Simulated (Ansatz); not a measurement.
# Calculations on CH8ClNOSi

Part 1: Relaxation

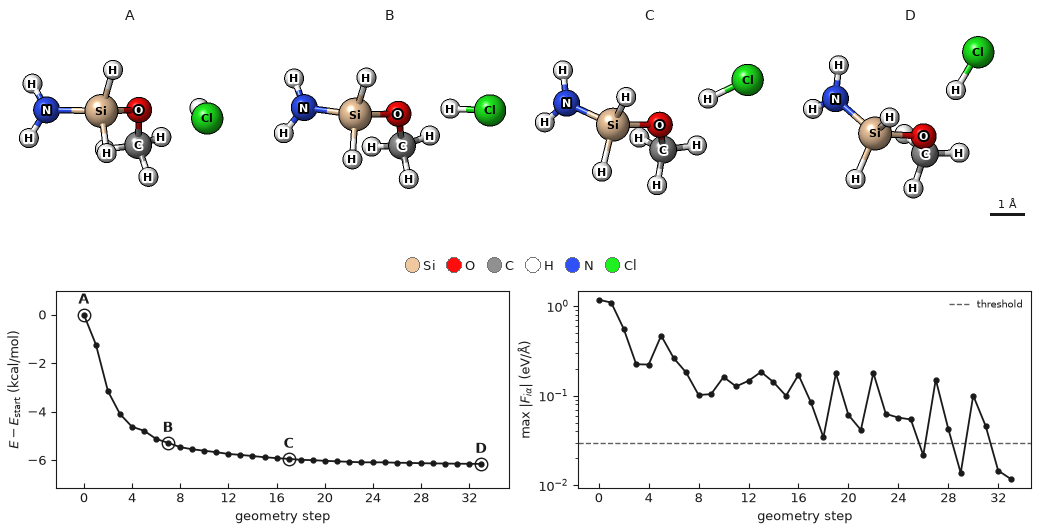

Frames of a relaxation of CH₈ClNOSi, marked on the history of the run. The picture is a ball-and-stick view, seen from a free direction.

The run prepares an end point of a later path (reaction) calculation, from a guessed geometry.

Method: Ansatz 0.2.0, RKS PBE0-D4/6-31G*.

Input file:
```yaml
crystal:
  periodic: [false, false, false]
  atoms:
    - { symbol: Si, position_ang: [-0.978007, 0.216337, -0.052097] }
    - { symbol: O, position_ang: [0.708884, 0.560346, -0.220328] }
    - { symbol: C, position_ang: [1.62725, -0.504085, -0.095065] }
    - { symbol: H, position_ang: [-1.225999, -0.42104, 1.266531] }
    - { symbol: H, position_ang: [-1.585583, 1.550788, -0.235603] }
    - { symbol: "N", position_ang: [-1.602869, -0.886725, -1.205375] }
    - { symbol: H, position_ang: [0.734019, 2.075125, 1.458191] }
    - { symbol: Cl, position_ang: [-0.03249, 2.329571, 2.489178] }
    - { symbol: H, position_ang: [2.625085, -0.126877, -0.34008] }
    - { symbol: H, position_ang: [1.391857, -1.326092, -0.785144] }
    - { symbol: H, position_ang: [1.649459, -0.905852, 0.9286] }
    - { symbol: H, position_ang: [-1.650735, -0.685384, -2.193629] }
    - { symbol: H, position_ang: [-1.660971, -1.876112, -1.015178] }
basis:
  gaussian: { orbitals: "6-31G*" }
hamiltonian:
  xc: pbe0
  dispersion: d4
relax:
  f_tol: 0.03
  max_steps: 50
output:
  orbitals: {}
```

Launched with:
```bash
ansatz run input.yaml --threads 2 --pin off --max-ram 3072MiB --backend cpu --events-out ev --progress --plain --runs-dir out
```

Q: What happens along the run?

A: The energy falls by 6.16 kcal/mol in 33 geometry steps. The largest force component goes from 1.2 to 0.012 eV/Å. The forces were under the threshold at step 26, but the run went on from there. The atom that moves furthest after the best rigid fit is Cl8 (2.73 Å). By element the largest moves are Cl 2.73 Å, H 1.65 Å, O 1.07 Å, Si 0.74 Å, C 0.46 Å, N 0.43 Å. Among the contacts that change: Si1–O2 1.730 → 1.687 Å, H7–Cl8 1.310 → 1.323 Å, O2–C3 1.411 → 1.419 Å, Si1–N6 1.714 → 1.709 Å. Bond angles that change, for instance: O2–Si1–H4 109.5° → 107.1°, Si1–O2–C3 118.4° → 120.5°. From step 0 to 7: Cl8 moves most (1.20 Å), energy −5.29 kcal/mol. From step 7 to 17: Cl8 moves most (1.08 Å), energy −0.66 kcal/mol. From step 17 to 33: Cl8 moves most (1.21 Å), energy −0.21 kcal/mol.

Limits of the set-up: the start holds two separate molecules, 2.3 Å apart at their closest, whose relative position is a soft coordinate.

Part 2: Relaxation

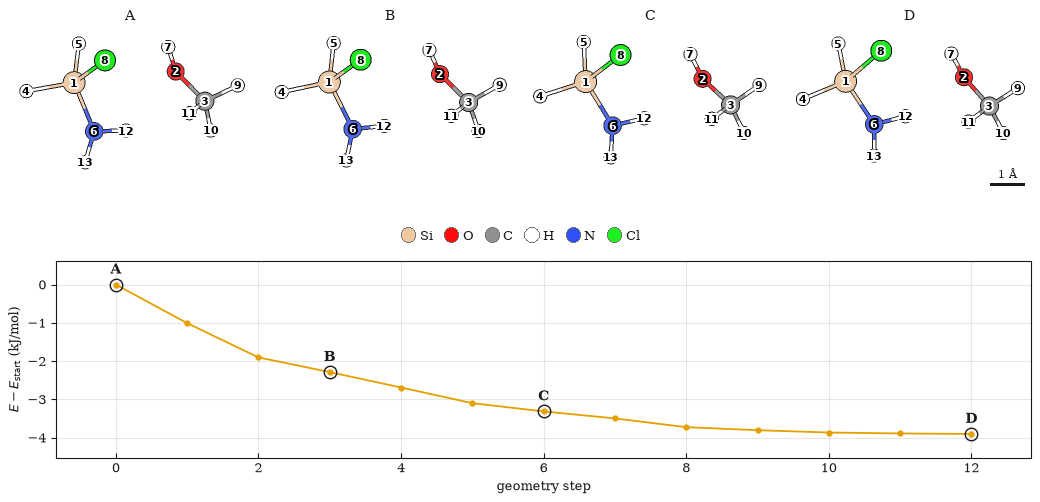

Frames of a relaxation of CH₈ClNOSi, marked on the history of the run. Style: ball-and-stick. Shown at a tilt.

The run prepares an end point of a later path (reaction) calculation, from a guessed geometry.

Method: RKS PBE0-D4/6-31G* in Ansatz 0.2.0.

The input:
```yaml
crystal:
  periodic: [false, false, false]
  atoms:
    - { symbol: Si, position_ang: [-1.757802, 0.446694, 0.515328] }
    - { symbol: O, position_ang: [1.072831, 0.794921, -0.630778] }
    - { symbol: C, position_ang: [1.976201, -0.24867, -0.321135] }
    - { symbol: H, position_ang: [-3.074514, 0.164478, 1.139474] }
    - { symbol: H, position_ang: [-1.704895, 1.768688, -0.150677] }
    - { symbol: "N", position_ang: [-1.43522, -0.815412, -0.582255] }
    - { symbol: H, position_ang: [1.035136, 1.367953, 0.14977] }
    - { symbol: Cl, position_ang: [-0.46409, 0.647235, 2.185717] }
    - { symbol: H, position_ang: [3.008267, 0.119463, -0.211671] }
    - { symbol: H, position_ang: [1.9529, -0.949148, -1.164888] }
    - { symbol: H, position_ang: [1.688478, -0.786333, 0.594821] }
    - { symbol: H, position_ang: [-0.595019, -0.739992, -1.139846] }
    - { symbol: H, position_ang: [-1.702373, -1.769877, -0.383861] }
basis:
  gaussian: { orbitals: "6-31G*" }
hamiltonian:
  xc: pbe0
  dispersion: d4
relax:
  f_tol: 0.03
  max_steps: 50
```

Launched with:
```bash
ansatz run input.yaml --threads 2 --pin off --max-ram 3072MiB --backend cpu --events-out ev --progress --plain --runs-dir out
```

**What happens along the run?**

After 12 geometry steps the energy has fallen by 3.90 kJ/mol. The largest force component goes from 0.19 to 0.018 eV/Å. The largest move after the best rigid fit is that of H5, 0.61 Å. Largest moves by element: H 0.61 Å, Cl 0.35 Å, O 0.32 Å, Si 0.26 Å, N 0.21 Å, C 0.20 Å. Near-neighbour distances that change, for instance: Si1–Cl8 2.122 → 2.107 Å, N6–H12 1.011 → 1.020 Å. Among the angles between lasting bonds that change: N6–Si1–Cl8 117.5° → 114.2°, H4–Si1–Cl8 103.2° → 106.0°, Si1–N6–H13 121.5° → 119.2°. Cost: 64 s on 2 threads of AMD EPYC 7R43 64-Core Processor (Zen 3) (shared host), peak memory 0.24 GiB. From step 0 to 3: H10 moves most (0.23 Å), energy −2.29 kJ/mol. From step 3 to 6: H5 moves most (0.30 Å), energy −1.03 kJ/mol. From step 6 to 12: H5 moves most (0.17 Å), energy −0.59 kJ/mol.

```tsv
step	E − E(0), kJ/mol	largest force component, eV/Å
0	0.00	0.1911
1	-1.01	0.1645
2	-1.90	0.0888
3	-2.29	0.0908
4	-2.69	0.1970
5	-3.10	0.1809
6	-3.31	0.1295
7	-3.50	0.0898
8	-3.73	0.0542
9	-3.81	0.0183
10	-3.87	0.0373
11	-3.89	0.0344
12	-3.90	0.0179
```

Limits of the set-up: the start holds two separate molecules, 2.3 Å apart at their closest, whose relative position is a soft coordinate.

Part 3: Path

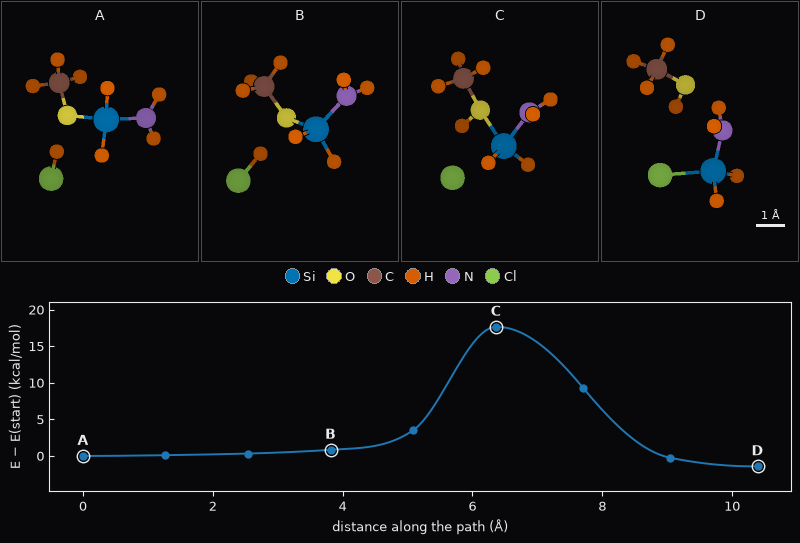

A nudged-elastic-band calculation for CH$_{8}$ClNOSi. Images are numbered from 0 (start) to 8 (end). Frames A to D are images 0, 3, 5, 8. The picture is a ball-and-stick view, seen at a tilt.

These are results of RKS PBE0-D4/6-31G* in Ansatz 0.2.0, not measurements. Set-up: 7 movable images; climbing image; force threshold 0.05 eV/Å; iteration limit 33; starting path through a guess of the saddle point.

Q: Describe the mechanism and the energy profile.

A: The energy climbs by 17.7 kcal/mol to image 5 and then falls by 19.1 kcal/mol, so the end point sits at −1.4 kcal/mol. Breaking: Cl–H (1.32 → 2.74 Å), O–Si (1.69 → 3.57 Å). Forming: H–O (1.69 → 0.97 Å), Cl–Si (4.02 → 2.11 Å). The band converged in 19 iterations. The largest component of the band force went from 28 to 0.045 eV/Å. The climbing image converged on the top of the path. Its vibrational analysis gives one imaginary mode (120i cm⁻¹), as a transition state must have.
